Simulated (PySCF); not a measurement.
Potential energy curve for H₄B₂, SMILES BB. The B1–B4 bond (B1 also carries H, H; B4 carries H, H) is pulled apart rigidly from the PBE0/def2-TZVP optimised geometry.

```
6

B      0.0000     0.0000     0.0000
H      0.0000    -1.0169    -0.6381
H      0.0000     1.0169    -0.6380
B      0.0000     0.0000     1.6277
H      1.0169     0.0000     2.2657
H     -1.0169     0.0000     2.2657
```

Computed with: RMP2 = PySCF 2.14.0 with MP2 on RHF/cc-pVDZ, 2 core orbitals frozen; NEVPT2 = SC-NEVPT2 on CASSCF(2,2)/cc-pVDZ, all electrons correlated in PySCF; UKS-B3LYP = unrestricted B3LYP/cc-pVDZ (PySCF).

Energies are in kJ/mol, each relative to the lowest point of its own curve near equilibrium.

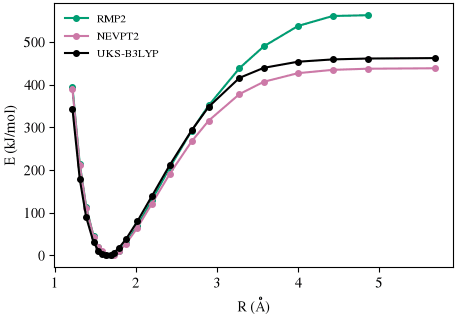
*Energy against bond length for each method.*

```csv
R / Å,RMP2,NEVPT2,UKS-B3LYP
1.22,393.9,388.7,343.6
1.31,214.7,211.5,179.1
1.39,113.4,111.4,89.0
1.48,45.2,44.3,31.2
1.54,19.3,20.7,11.0
1.58,8.7,9.8,3.7
1.63,1.5,2.1,0.0
1.69,0.0,0.0,2.1
1.73,2.5,2.1,6.5
1.79,10.5,9.3,16.8
1.88,29.4,27.0,38.1
2.02,69.5,64.8,79.6
2.20,129.8,121.4,139.2
2.42,205.7,191.1,211.7
2.69,292.2,267.2,292.9
2.90,351.5,315.7,348.1
3.28,438.7,378.0,416.0
3.58,489.8,406.8,439.5
4.00,537.4,426.9,453.8
4.43,560.9,434.7,459.2
4.86,562.7,437.4,461.3
5.69,—,438.5,462.3
```

At the longest distance, 5.69 Å, UKS-B3LYP lies highest above its minimum (462.3 kJ/mol) and NEVPT2 lowest (438.5 kJ/mol).

A dash means that the run gave no value there, or that the column was ended at a point which the program doubted or which failed a test of continuity chosen for this set; such a test can also cut sound points.

The restricted form behind RMP2 keeps the bonding electrons paired and can't separate into open-shell fragments. The unrestricted determinant behind UKS-B3LYP is spin-contaminated at 3.28 to 5.69 Å (<S²> up to 1.0, against 0.00 for a pure singlet).
